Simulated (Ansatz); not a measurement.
## HfO2 (tetragonal-ZrO2 type, space group P4_2/nmc), energy over volume and axial ratio

HfO2 (tetragonal-ZrO2 type, space group P4_2/nmc)

```
CELL_PARAMETERS angstrom
      3.56707     0.00000     0.00000
      0.00000     3.56707     0.00000
      0.00000     0.00000     5.16595
ATOMIC_POSITIONS crystal
  Hf 0.00000 0.00000 0.00000
  Hf 0.50000 0.50000 0.50000
  O  0.00000 0.50000 0.20010
  O  0.00000 0.50000 0.70010
  O  0.50000 0.00000 0.29990
  O  0.50000 0.00000 0.79990
```

Two coordinates are scanned: the volume, and the ratio of the stretch along z (the conventional c axis) to the stretch across it. Atoms keep their fractional coordinates.

Method: PBEsol (plane waves to 420 eV, PAW, scalar-relativistic; Ansatz, a first-principles code). k mesh 9×9×7 (Γ-centred), Fermi-Dirac smearing 0.05 eV. Energies are smeared free energies. Compression counts positive. As the atoms are clamped, bonds stretch with the cell, which overstates energies and stresses. HfO2 is run without spin polarisation. HfO2 was relaxed with its symmetry unable to fall. Spin-orbit coupling is left out, though Hf is heavy. This is a high-temperature form of HfO2. ΔE is measured from the relaxed starting cell.

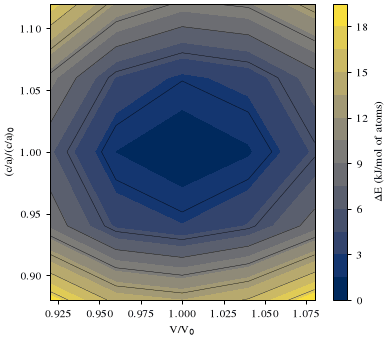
ΔE (kJ/mol of atoms) over the 5×5 grid of computed points.

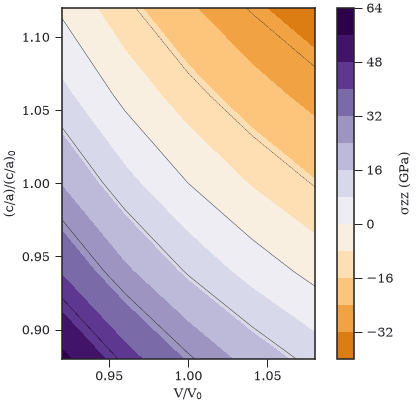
σzz (GPa) over the 5×5 grid of computed points.

The modulus against c/a change at fixed volume, (3/4V)·∂²E/∂(ln c/a)² (fit, atoms clamped) is 179 GPa, an upper bound as the atoms could relax. Highest place on the grid: V/V₀ = 1.080, (c/a)/(c/a)₀ = 0.880 (197.0 meV/atom). Lowest place on the grid: V/V₀ = 1.000, (c/a)/(c/a)₀ = 1.000 (0.0 meV/atom).

Near the relaxed cell σzz − σxx = −2Cδ (compression positive), C being this modulus and δ the logarithm of the ratio.

(A scan under strain: stresses follow from slopes of the energy per volume, elastic moduli from its curvatures.)
